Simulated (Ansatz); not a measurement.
Band structure of Al (Fm-3m, 1 atom in the cell).

```xyz
1
Lattice="0.0000 2.0027 2.0027 2.0027 0.0000 2.0027 2.0027 2.0027 0.0000" Properties=species:S:1:pos:R:3 pbc="T T T"
Al     0.0000     0.0000     0.0000
```

Level of theory: PBE, PAW files (plane waves; Ansatz, a program for electronic structure).

Settings: kpoints.mp_grid.grid = 14 14 14; hamiltonian.xc = pbe; hamiltonian.pseudopotentials = {kind: paw} (an earlier, softer set of the program's PAW files); scf.occupations.method = fermi_dirac; scf.occupations.width = 0.1 eV; kpoints.band_path.npoints = 8.

The starting cell has typed, rounded lattice constants, without a prior relaxation at this level. Its lattice was rescaled by a random factor within 2.5 % of one.

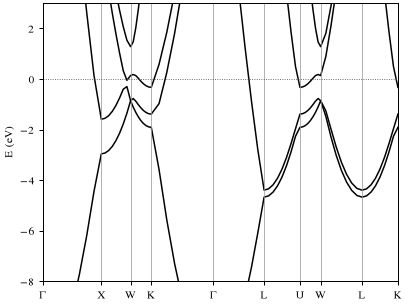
Figure: Bands along the path, energies from the Fermi level.

Levels in eV from the Fermi level, bands 1 to 5:
```json
[
 {"point": "Γ", "1": "-11.29", "2": "12.69", "3": "12.69", "4": "12.69", "5": "14.49"},
 {"point": "X", "1": "-2.96", "2": "-1.59", "3": "5.25", "4": "5.74", "5": "5.74"},
 {"point": "W", "1": "-0.86", "2": "-0.86", "3": "0.14", "4": "1.28", "5": "16.01"},
 {"point": "K", "1": "-1.91", "2": "-1.39", "3": "-0.33", "4": "6.72", "5": "8.34"},
 {"point": "L", "1": "-4.67", "2": "-4.40", "3": "11.52", "4": "11.52", "5": "11.72"},
 {"point": "U", "1": "-1.91", "2": "-1.39", "3": "-0.33", "4": "6.72", "5": "8.34"}
]
```

Bands cross the Fermi level along this path, so the cell is metallic at this level.

Keys are those of Ansatz 0.2.
